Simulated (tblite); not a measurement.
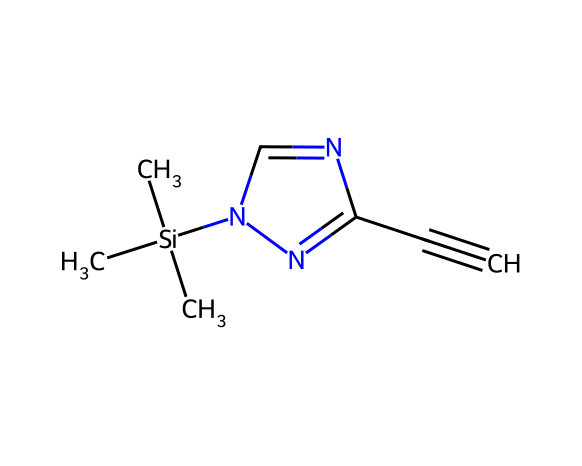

Source: calculation with tblite.

A structural formula.

Q: Transcribe the drawing into SMILES.

A: C#Cc1ncn([Si](C)(C)C)n1

Q: What is the molecular formula?

A: C7H11N3Si.
